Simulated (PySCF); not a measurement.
## What a change does: NMR shielding calculation on C$_{3}$H$_{13}$NSi$_{2}$

System: C$_{3}$H$_{13}$NSi$_{2}$.
Method of run A: GIAO PBE0/pcSseg-1 NMR shielding, non-relativistic, gas phase (PySCF 2.14.0).

The geometry comes from this level: GFN2-xTB. Text and figures count atoms from 1; the logs count them from 0 in places.

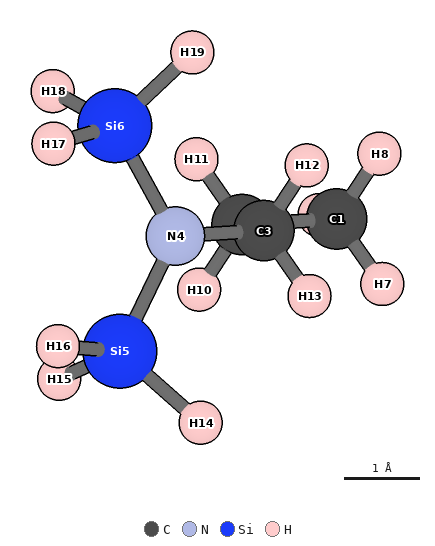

Fig. 1: The structure (ball-and-stick view, seen at a tilt; atoms are numbered from 1 in the order of the input).

Input file, run A:
```
{"job": {"kind": "nmr", "xc": "PBE0", "basis": "pcSseg-1"}, "charge": 0, "multiplicity": 1}
C     -2.699258    -0.244988     0.184260
C     -1.213687    -0.568372     0.094406
C     -0.360738     0.697522     0.021955
N      1.060077     0.424661    -0.065158
Si     1.698557     0.031606    -1.630676
Si     1.893401     0.070903     1.415946
H     -3.016332     0.326549    -0.685346
H     -2.908809     0.343827     1.074874
H     -3.288750    -1.157774     0.229852
H     -1.017212    -1.173686    -0.793482
H     -0.906147    -1.147543     0.967585
H     -0.550485     1.306820     0.911314
H     -0.664714     1.280461    -0.853175
H      1.026144     0.920279    -2.580986
H      1.450053    -1.365083    -2.017827
H      3.134370     0.278855    -1.569524
H      3.309190     0.314328     1.165804
H      1.698403    -1.314842     1.867569
H      1.346132     0.985728     2.419951
```

The first line tells a small driver script what to run in PySCF; the rest is the geometry in Å.

Launched with:
```bash
OMP_NUM_THREADS=1 python <driver script> task.json out
```

Hardware: 1 CPU thread, shared host.

Output (run A):
```
coarse grid: 15632 points
cycle   1  E = -755.3106874704  dE =  2.836e-01  |g| = 4.497e-01  |ddm| = 3.715e+00
cycle   2  E = -755.2716807631  dE =  3.901e-02  |g| = 6.124e-01  |ddm| = 9.959e-01
cycle   3  E = -755.3575087221  dE = -8.583e-02  |g| = 8.340e-02  |ddm| = 6.512e-01
cycle   4  E = -755.3588236434  dE = -1.315e-03  |g| = 3.025e-02  |ddm| = 9.308e-02
cycle   5  E = -755.3590413095  dE = -2.177e-04  |g| = 4.704e-03  |ddm| = 2.939e-02
cycle   6  E = -755.3590455217  dE = -4.212e-06  |g| = 1.064e-03  |ddm| = 5.138e-03
final grid: 138304 points
cycle   7  E = -755.3913110822  dE = -2.761e-05  |g| = 8.038e-03  |ddm| = 2.536e-02
cycle   8  E = -755.3913003631  dE =  1.072e-05  |g| = 1.041e-02  |ddm| = 1.666e-02
cycle   9  E = -755.3913270945  dE = -2.673e-05  |g| = 1.123e-03  |ddm| = 9.984e-03
cycle  10  E = -755.3913273505  dE = -2.560e-07  |g| = 2.359e-04  |ddm| = 1.077e-03
cycle  11  E = -755.3913273622  dE = -1.169e-08  |g| = 4.287e-05  |ddm| = 2.545e-04
cycle  12  E = -755.3913273625  dE = -3.861e-10  |g| = 1.500e-05  |ddm| = 5.874e-05
converged SCF energy = -755.3913273625

GIAO shielding tensors (ppm)
atom      isotropic    diamagn.    paramagn.     s11        s22        s33       span
  0 C      173.981     246.185     -72.205    165.914    167.569    188.458     22.544
  1 C      158.171     250.681     -92.510    145.437    160.580    168.495     23.058
  2 C      127.082     246.107    -119.025    101.617    118.018    161.611     59.994
  3 N      250.720     328.739     -78.019    226.961    248.638    276.561     49.600
  4 Si     394.510     881.068    -486.557    337.071    367.124    479.336    142.265
  5 Si     394.519     881.062    -486.543    337.277    367.057    479.223    141.946
  6 H       30.929      29.523       1.406     26.417     29.214     37.156     10.739
  7 H       30.919      29.500       1.419     26.414     29.184     37.161     10.747
  8 H       30.470      28.004       2.466     25.895     27.650     37.866     11.971
  9 H       30.153      33.454      -3.301     25.116     31.064     34.280      9.164
 10 H       30.157      33.456      -3.299     25.124     31.066     34.281      9.157
 11 H       28.738      33.274      -4.536     23.894     29.615     32.705      8.811
 12 H       28.745      33.284      -4.538     23.907     29.630     32.699      8.792
 13 H       27.117      30.406      -3.289     24.015     25.243     32.093      8.078
 14 H       26.839      30.288      -3.449     23.058     25.048     32.409      9.351
 15 H       26.955      30.112      -3.157     23.265     25.515     32.085      8.820
 16 H       26.956      30.102      -3.146     23.266     25.518     32.084      8.818
 17 H       26.840      30.278      -3.438     23.059     25.050     32.410      9.350
 18 H       27.120      30.401      -3.282     24.019     25.243     32.098      8.079
```

For run B the input was changed thus:
```diff
-"xc": "PBE0"
+"xc": "PW91"
+"pop": false
```

Predict how the results change.

The total energies belong to different methods, so their difference says nothing on which is more stable or more accurate. The HOMO goes from −6.84 to −5.60 eV. The LUMO goes from 0.34 to −0.56 eV. Of all shieldings, the largest change is that of Si5 and Si6, by −16.2 ppm. The functional changes from PBE0 to PW91. Exact exchange removes part of the self-interaction error of semilocal functionals, which pushes filled and empty levels apart. The SCF takes 14 iterations against 12.

Output (run B):
```
coarse grid: 15632 points
cycle   1  E = -755.5878446793  dE =  1.974e-01  |g| = 6.447e-01  |ddm| = 3.791e+00
cycle   2  E = -755.2994503520  dE =  2.884e-01  |g| = 1.251e+00  |ddm| = 2.217e+00
cycle   3  E = -755.6835620676  dE = -3.841e-01  |g| = 2.060e-01  |ddm| = 1.802e+00
cycle   4  E = -755.6928434633  dE = -9.281e-03  |g| = 6.417e-02  |ddm| = 2.456e-01
cycle   5  E = -755.6938100874  dE = -9.666e-04  |g| = 1.213e-02  |ddm| = 7.095e-02
cycle   6  E = -755.6938410378  dE = -3.095e-05  |g| = 5.244e-03  |ddm| = 1.843e-02
cycle   7  E = -755.6938478081  dE = -6.770e-06  |g| = 9.402e-04  |ddm| = 5.158e-03
final grid: 138304 points
cycle   8  E = -755.7380810588  dE = -3.652e-05  |g| = 1.012e-02  |ddm| = 3.522e-02
cycle   9  E = -755.7380284526  dE =  5.261e-05  |g| = 1.764e-02  |ddm| = 2.592e-02
cycle  10  E = -755.7381056715  dE = -7.722e-05  |g| = 2.433e-03  |ddm| = 1.849e-02
cycle  11  E = -755.7381069410  dE = -1.270e-06  |g| = 3.196e-04  |ddm| = 2.405e-03
cycle  12  E = -755.7381069648  dE = -2.380e-08  |g| = 8.025e-05  |ddm| = 4.903e-04
cycle  13  E = -755.7381069664  dE = -1.593e-09  |g| = 2.670e-05  |ddm| = 1.144e-04
cycle  14  E = -755.7381069666  dE = -1.592e-10  |g| = 6.928e-06  |ddm| = 2.336e-05
converged SCF energy = -755.7381069666

GIAO shielding tensors (ppm)
atom      isotropic    diamagn.    paramagn.     s11        s22        s33       span
  0 C      168.378     245.655     -77.277    160.100    161.177    183.857     23.757
  1 C      151.214     250.686     -99.471    139.194    153.862    160.587     21.394
  2 C      117.705     246.804    -129.099     91.121    108.326    153.669     62.548
  3 N      240.084     326.887     -86.802    213.591    238.153    268.509     54.918
  4 Si     378.337     882.220    -503.884    316.425    349.053    469.532    153.106
  5 Si     378.342     882.215    -503.872    316.641    348.973    469.413    152.772
  6 H       30.858      29.590       1.268     26.620     29.212     36.744     10.124
  7 H       30.850      29.566       1.284     26.617     29.185     36.747     10.130
  8 H       30.387      27.922       2.464     26.057     27.741     37.362     11.304
  9 H       30.017      33.537      -3.519     25.242     31.009     33.801      8.559
 10 H       30.021      33.535      -3.515     25.250     31.009     33.802      8.552
 11 H       28.539      33.382      -4.842     23.966     29.425     32.226      8.260
 12 H       28.546      33.396      -4.850     23.979     29.441     32.219      8.240
 13 H       26.927      30.539      -3.611     23.985     25.019     31.777      7.792
 14 H       26.554      30.398      -3.844     22.813     24.701     32.148      9.335
 15 H       26.757      30.117      -3.361     23.198     25.361     31.712      8.514
 16 H       26.758      30.108      -3.350     23.199     25.363     31.711      8.512
 17 H       26.555      30.387      -3.832     22.814     24.703     32.149      9.335
 18 H       26.930      30.532      -3.602     23.989     25.019     31.782      7.793
```

The two runs side by side:

```tsv
quantity	run A	run B
outcome	converged	converged
total energy (hartree)	−755.391327	−755.738107
HOMO (eV)	−6.84	−5.60
LUMO (eV)	0.34	−0.56
dipole moment (D)	0.81	0.80
shielding of C1 (ppm)	174.0	168.4
shielding of C2 (ppm)	158.2	151.2
shielding of C3 (ppm)	127.1	117.7
shielding of N4 (ppm)	250.7	240.1
shielding of Si5 (ppm)	394.5	378.3
shielding of Si6 (ppm)	394.5	378.3
shielding of H15 (ppm)	26.8	26.6
SCF iterations	12	14
basis functions	181	181
wall time (shared host)	31 s	35 s
```
